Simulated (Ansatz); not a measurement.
## Geometry relaxation, with input and output: AlNH₅O₂F (part 1 of 2)

AlNH₅O₂F, computed with RHF/6-31G* (Ansatz 0.2.0).

It belongs to a series of runs on one base structure; here: end point B relaxed. Figures and captions count atoms from 1; the log counts them from 0 in places.

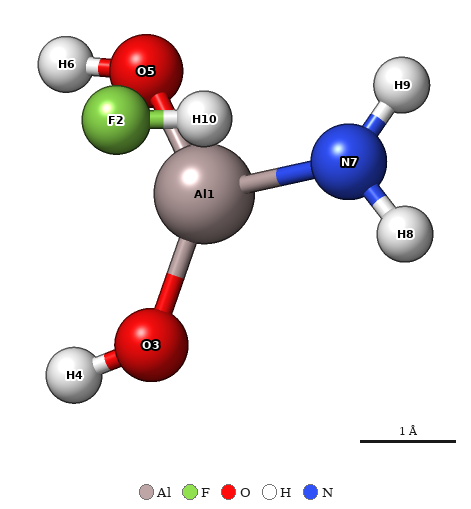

*The starting structure (ball-and-stick view, seen at a tilt; atoms are numbered from 1 in the order of the input). Sticks mark near contacts.*

Input file:
```yaml
crystal:
  periodic: [false, false, false]
  atoms:
    - { symbol: Al, position_ang: [0.035135, 0.532479, -0.312598] }
    - { symbol: F, position_ang: [-0.133545, -0.09131, 2.497204] }
    - { symbol: O, position_ang: [1.506283, -0.207521, -0.687485] }
    - { symbol: H, position_ang: [1.64798, -1.078509, -1.018964] }
    - { symbol: O, position_ang: [-1.49208, 0.007423, -0.807163] }
    - { symbol: H, position_ang: [-1.744402, -0.851853, -1.101506] }
    - { symbol: "N", position_ang: [0.11691, 2.157352, 0.605706] }
    - { symbol: H, position_ang: [0.972884, 2.674429, 0.61454] }
    - { symbol: H, position_ang: [-0.658022, 2.787552, 0.555391] }
    - { symbol: H, position_ang: [-0.056643, 0.822558, 2.410474] }
basis:
  gaussian: { orbitals: "6-31G*" }
hamiltonian:
  xc: hf
relax:
  f_tol: 0.03
  max_steps: 50
```

Machine: 1 thread of Arm Neoverse V2, 24 GiB of memory available, shared host.

Launch command:
```bash
ansatz run input.yaml --threads 1 --pin off --max-ram 2048MiB --backend cpu --events-out ev --progress --plain --runs-dir out
```

The program's output:
```
The last accepted step is kept in [file] (removed where the run ends without a failure and the disk answers)
Engine: ansatz 0.2.0, aarch64-unknown-linux-gnu
Functional definition: HF
  exchange = exact_x
  correlation = 0
899 factors; integrals over basis functions are off by at most 3.5e-4 eV
mean field evaluation 1: about -14921.1640 eV, gradient 5.7e1 eV
mean field evaluation 2: about -14921.2026 eV, gradient 5.7e1 eV
mean field evaluation 4: about -14927.0129 eV, gradient 2.9e0 eV
mean field evaluation 8: about -14927.0473 eV, gradient 2.4e-4 eV
mean field -14927.04729556 eV, -548.5588701956 hartree, gradient 2.1e-5 eV, S^2 0.000000; 0 other end points of the search recorded, 0 dependent functions left out
the calculation of the forces begins
reference -14927.04729556 eV, -548.5588701956 hartree; 25, 25 occupied and 64, 64 virtual orbitals, 899 factors
relax step   1: F+E_penalty+E_count = -14927.04729556 eV  Δ(F+E_penalty+E_count) = +0.000e0 eV  max|allowed force component| = 1.514e0 eV/Å  Δτ_max = 0.0000 Å  (31 SCF iters, accepted)
these checks for a lower state are left out or cut short: starts, cluster_reference, orbital_swaps, neighbouring_geometries, increment
899 factors; integrals over basis functions are off by at most 3.4e-4 eV
mean field evaluation 16: about -14927.2085 eV, gradient 1.7e-3 eV
mean field -14927.20854853 eV, -548.5647961333 hartree, gradient 1.6e-5 eV, S^2 0.000000; 0 other end points of the search recorded, 0 dependent functions left out
[... from here on the field's lines of each further geometry are left out, up to the last ...]
relax step   2: F+E_penalty+E_count = -14927.20854853 eV  Δ(F+E_penalty+E_count) = -1.613e-1 eV  max|allowed force component| = 5.860e-1 eV/Å  Δτ_max = 0.1955 Å  (31 SCF iters, accepted)
relax step   3: F+E_penalty+E_count = -14927.32134744 eV  Δ(F+E_penalty+E_count) = -1.128e-1 eV  max|allowed force component| = 5.355e-1 eV/Å  Δτ_max = 0.1942 Å  (31 SCF iters, accepted)
relax step   4: F+E_penalty+E_count = -14927.41153898 eV  Δ(F+E_penalty+E_count) = -9.019e-2 eV  max|allowed force component| = 4.115e-1 eV/Å  Δτ_max = 0.1950 Å  (31 SCF iters, accepted)
relax step   5: F+E_penalty+E_count = -14927.41017713 eV  Δ(F+E_penalty+E_count) = +1.362e-3 eV  max|allowed force component| = 6.663e-1 eV/Å  Δτ_max = 0.0838 Å  (32 SCF iters, rejected (line search))
relax step   6: F+E_penalty+E_count = -14927.42714609 eV  Δ(F+E_penalty+E_count) = -1.561e-2 eV  max|allowed force component| = 1.672e-1 eV/Å  Δτ_max = 0.0408 Å  (32 SCF iters, accepted)
relax step   7: F+E_penalty+E_count = -14927.43816787 eV  Δ(F+E_penalty+E_count) = -1.102e-2 eV  max|allowed force component| = 5.367e-1 eV/Å  Δτ_max = 0.0783 Å  (32 SCF iters, accepted)
relax step   8: F+E_penalty+E_count = -14927.46042392 eV  Δ(F+E_penalty+E_count) = -2.226e-2 eV  max|allowed force component| = 7.659e-1 eV/Å  Δτ_max = 0.0904 Å  (32 SCF iters, accepted)
relax step   9: F+E_penalty+E_count = -14927.54796178 eV  Δ(F+E_penalty+E_count) = -8.754e-2 eV  max|allowed force component| = 1.795e0 eV/Å  Δτ_max = 0.1190 Å  (31 SCF iters, accepted)
relax step  10: F+E_penalty+E_count = -14927.94148110 eV  Δ(F+E_penalty+E_count) = -3.935e-1 eV  max|allowed force component| = 3.342e0 eV/Å  Δτ_max = 0.1655 Å  (31 SCF iters, accepted)
relax step  11: F+E_penalty+E_count = -14928.74533467 eV  Δ(F+E_penalty+E_count) = -8.039e-1 eV  max|allowed force component| = 2.382e0 eV/Å  Δτ_max = 0.1989 Å  (30 SCF iters, accepted)
relax step  12: F+E_penalty+E_count = -14928.92620922 eV  Δ(F+E_penalty+E_count) = -1.809e-1 eV  max|allowed force component| = 3.851e0 eV/Å  Δτ_max = 0.1782 Å  (31 SCF iters, accepted)
relax step  13: F+E_penalty+E_count = -14929.29161591 eV  Δ(F+E_penalty+E_count) = -3.654e-1 eV  max|allowed force component| = 1.890e0 eV/Å  Δτ_max = 0.1923 Å  (30 SCF iters, accepted)
relax step  14: F+E_penalty+E_count = -14929.50635016 eV  Δ(F+E_penalty+E_count) = -2.147e-1 eV  max|allowed force component| = 7.102e-1 eV/Å  Δτ_max = 0.2000 Å  (31 SCF iters, accepted)
relax step  15: F+E_penalty+E_count = -14929.58309500 eV  Δ(F+E_penalty+E_count) = -7.674e-2 eV  max|allowed force component| = 4.871e-1 eV/Å  Δτ_max = 0.2000 Å  (30 SCF iters, accepted)
relax step  16: F+E_penalty+E_count = -14929.58655767 eV  Δ(F+E_penalty+E_count) = -3.463e-3 eV  max|allowed force component| = 8.376e-1 eV/Å  Δτ_max = 0.0569 Å  (31 SCF iters, accepted)
relax step  17: F+E_penalty+E_count = -14929.60009610 eV  Δ(F+E_penalty+E_count) = -1.354e-2 eV  max|allowed force component| = 8.666e-2 eV/Å  Δτ_max = 0.0279 Å  (33 SCF iters, accepted)
relax step  18: F+E_penalty+E_count = -14929.61714349 eV  Δ(F+E_penalty+E_count) = -1.705e-2 eV  max|allowed force component| = 3.471e-1 eV/Å  Δτ_max = 0.2000 Å  (30 SCF iters, accepted)
relax step  19: F+E_penalty+E_count = -14929.63174207 eV  Δ(F+E_penalty+E_count) = -1.460e-2 eV  max|allowed force component| = 1.250e-1 eV/Å  Δτ_max = 0.2000 Å  (31 SCF iters, accepted)
relax step  20: F+E_penalty+E_count = -14929.64688188 eV  Δ(F+E_penalty+E_count) = -1.514e-2 eV  max|allowed force component| = 5.151e-2 eV/Å  Δτ_max = 0.1998 Å  (30 SCF iters, accepted)
relax step  21: F+E_penalty+E_count = -14929.64643129 eV  Δ(F+E_penalty+E_count) = +4.506e-4 eV  max|allowed force component| = 3.226e-1 eV/Å  Δτ_max = 0.0288 Å  (33 SCF iters, rejected (line search))
relax step  22: F+E_penalty+E_count = -14929.64731487 eV  Δ(F+E_penalty+E_count) = -4.330e-4 eV  max|allowed force component| = 2.245e-1 eV/Å  Δτ_max = 0.0144 Å  (33 SCF iters, accepted)
the calculation of the forces begins
reference -14929.65006194 eV, -548.6545200960 hartree; 25, 25 occupied and 64, 64 virtual orbitals, 899 factors
relax step  23: F+E_penalty+E_count = -14929.65006194 eV  Δ(F+E_penalty+E_count) = -2.747e-3 eV  max|allowed force component| = 2.936e-2 eV/Å  Δτ_max = 0.0999 Å  (31 SCF iters, accepted)
```

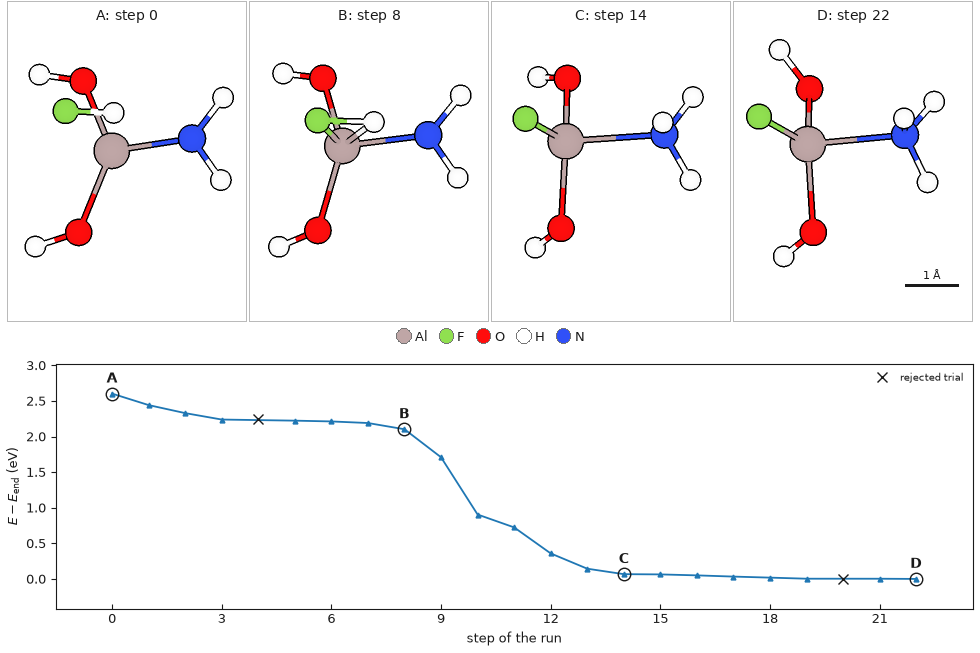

*Frames of the relaxation (ball-and-stick view, seen at a tilt) above the curves, on which the letters mark them (the first geometry is step 0 here and step 1 in the log).*

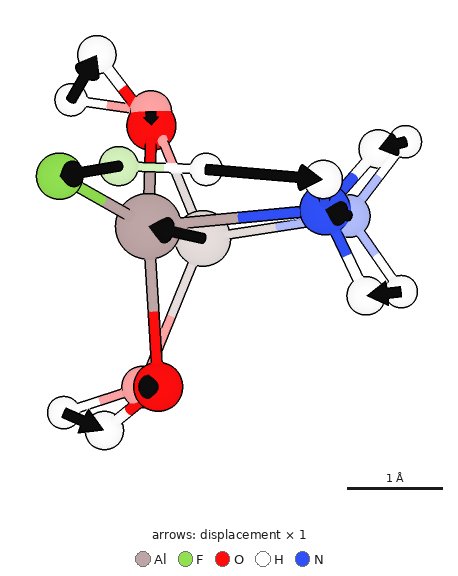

*Start (faint) and end (solid) with the displacements as black arrows, at true length (ball-and-stick view, seen at a tilt). The two geometries are laid on each other by the best rigid fit.*

After 22 geometry steps the energy has fallen by 2.603 eV. The largest force component goes from 1.5 to 0.029 eV/Å. The line search rejected the trial steps at points 4, 20 (counted from 0) and went back. H10 moves most after the best rigid fit: 1.30 Å. By element the largest moves are H 1.30 Å, F 1.09 Å, Al 0.76 Å, N 0.36 Å, O 0.33 Å. Among the contacts that change: F2–H10 0.921 → 2.818 Å, N7–H10 2.251 → 1.005 Å, Al1–F2 2.883 → 1.661 Å, Al1–N7 1.868 → 2.031 Å. New bonds form: Al1–F2 (2.88 → 1.66 Å), N7–H10 (2.25 → 1.01 Å). Bonds break: F2–H10 (0.92 → 2.82 Å). Among the angles that change: O3–Al1–N7 116.9° → 95.4°, O5–Al1–N7 117.0° → 103.7°, Al1–N7–H8 119.4° → 107.7°. (Atoms are counted from 1 in the order of the input.)

```
899 factors; integrals over basis functions are off by at most 4.8e-4 eV
mean field -14929.65006194 eV, -548.6545200960 hartree, gradient 1.4e-5 eV, S^2 0.000000; 1 other end points of the search recorded, 0 dependent functions left out
the calculation of the forces begins
reference -14929.65006194 eV, -548.6545200960 hartree; 25, 25 occupied and 64, 64 virtual orbitals, 899 factors
Total energy: -14929.65006194 eV, -548.6545200960 hartree
Atom 0 at    -0.007051     0.007571     0.261583 Å, force     0.007839     0.022193    -0.007070 eV/Å
Atom 1 at    -0.290401    -0.737872     1.718221 Å, force     0.000428     0.003324     0.002365 eV/Å
Atom 2 at     1.581215    -0.055498    -0.382518 Å, force     0.012811     0.002042     0.003184 eV/Å
Atom 3 at     1.864734    -0.718251    -0.991068 Å, force     0.000651    -0.007051     0.000884 eV/Å
Atom 4 at    -1.335863    -0.022409    -0.823693 Å, force    -0.029360     0.005730    -0.001316 eV/Å
Atom 5 at    -2.108636    -0.537502    -0.653313 Å, force     0.021886     0.003658     0.007447 eV/Å
Atom 6 at     0.099531     1.951835     0.840199 Å, force    -0.014289    -0.018800     0.006821 eV/Å
Atom 7 at     1.000626     2.304210     0.566079 Å, force     0.005093    -0.007622    -0.008050 eV/Å
Atom 8 at    -0.611308     2.498093     0.385725 Å, force     0.002703     0.003324    -0.000148 eV/Å
Atom 9 at     0.001651     2.062422     1.834386 Å, force    -0.007762    -0.006797    -0.004118 eV/Å
Dipole moment:    -0.095217     0.813839     0.137114 e Å
```

Trajectory as extended XYZ (Å, eV, eV/Å), 22 of the 23 frames kept, from step=1 to step=23:
```
10
Properties=species:S:1:pos:R:3:forces:R:3 step=1 energy=-14927.04730
Al    0.0351    0.5325   -0.3126    0.0540   1.3104   0.9639
F    -0.1335   -0.0913    2.4972    0.0119   0.0151  -0.2025
O     1.5063   -0.2075   -0.6875   -0.0031   0.0001   0.0007
H     1.6480   -1.0785   -1.0190    0.0022  -0.0033   0.0014
O    -1.4921    0.0074   -0.8072    0.0025  -0.0014   0.0036
H    -1.7444   -0.8519   -1.1015    0.0014   0.0023  -0.0011
N     0.1169    2.1574    0.6057   -0.0924  -1.5138  -0.5569
H     0.9729    2.6744    0.6145    0.0000   0.0030  -0.0011
H    -0.6580    2.7876    0.5554    0.0018   0.0064  -0.0001
H    -0.0566    0.8226    2.4105    0.0217   0.1813  -0.2079
10
Properties=species:S:1:pos:R:3:forces:R:3 step=2 energy=-14927.20855
Al    0.0300    0.5124   -0.2288    0.0032   0.3276   0.5130
F    -0.1182   -0.0113    2.3405   -0.0322  -0.5215  -0.1593
O     1.5023   -0.2057   -0.6439    0.0344  -0.0634  -0.0258
H     1.6461   -1.0634   -1.0102   -0.0103   0.0570   0.0323
O    -1.4921    0.0095   -0.7636   -0.0453  -0.0620  -0.0250
H    -1.7419   -0.8378   -1.0957    0.0202   0.0618   0.0281
N     0.1096    2.0978    0.6694   -0.0290  -0.4281  -0.1889
H     0.9648    2.6177    0.6577   -0.0029   0.0204   0.0166
H    -0.6618    2.7316    0.5980    0.0062   0.0223   0.0157
H    -0.0442    0.9018    2.2322    0.0556   0.5860  -0.2066
10
Properties=species:S:1:pos:R:3:forces:R:3 step=3 energy=-14927.32135
Al    0.0229    0.4833   -0.1141   -0.0340  -0.3549   0.1209
F    -0.1094   -0.0134    2.1465   -0.0145  -0.4764  -0.3488
O     1.4964   -0.2047   -0.5845    0.0717  -0.0985  -0.0139
H     1.6423   -1.0467   -0.9857   -0.0258   0.0895   0.0561
O    -1.4915    0.0102   -0.7042   -0.0899  -0.0946  -0.0222
H    -1.7389   -0.8222   -1.0748    0.0383   0.0944   0.0542
N     0.1068    2.0905    0.7027    0.0181   0.3049   0.1163
H     0.9626    2.6105    0.6654   -0.0385   0.0033   0.0123
H    -0.6619    2.7256    0.6042    0.0389  -0.0033   0.0171
H    -0.0347    0.9195    2.1002    0.0357   0.5355   0.0080
10
Properties=species:S:1:pos:R:3:forces:R:3 step=4 energy=-14927.41154
Al    0.0165    0.4490   -0.0280   -0.0219  -0.4115  -0.0100
F    -0.0973   -0.0220    1.9521    0.0016   0.1482   0.0482
O     1.4926   -0.2129   -0.5406    0.0910  -0.0577  -0.0211
H     1.6398   -1.0405   -0.9684   -0.0254   0.0590   0.0312
O    -1.4931    0.0025   -0.6611   -0.1008  -0.0423  -0.0290
H    -1.7379   -0.8164   -1.0602    0.0332   0.0571   0.0316
N     0.1065    2.0998    0.7280    0.0050   0.3843   0.2594
H     0.9610    2.6182    0.6700    0.0016   0.0360  -0.0149
H    -0.6594    2.7336    0.6096    0.0056   0.0405  -0.0202
H    -0.0342    0.9414    2.0542    0.0100  -0.2136  -0.2751
10
Properties=species:S:1:pos:R:3:forces:R:3 step=5 energy=-14927.41018 accepted=F
Al    0.0127    0.4296    0.0126   -0.0031  -0.1228  -0.5587
F    -0.0979   -0.0370    1.8859   -0.0195  -0.4648   0.2200
O     1.4933   -0.2195   -0.5118    0.0394   0.0388   0.0115
H     1.6414   -1.0386   -0.9527   -0.0116  -0.0064  -0.0082
O    -1.4976   -0.0017   -0.6367   -0.0327   0.0464   0.0014
H    -1.7411   -0.8128   -1.0492    0.0111  -0.0102  -0.0058
N     0.1046    2.1187    0.7470    0.0119  -0.0861   0.1356
H     0.9587    2.6376    0.6752   -0.0024  -0.0253   0.0095
H    -0.6591    2.7532    0.6116   -0.0014  -0.0359   0.0252
H    -0.0206    0.9231    1.9736    0.0084   0.6663   0.1694
```
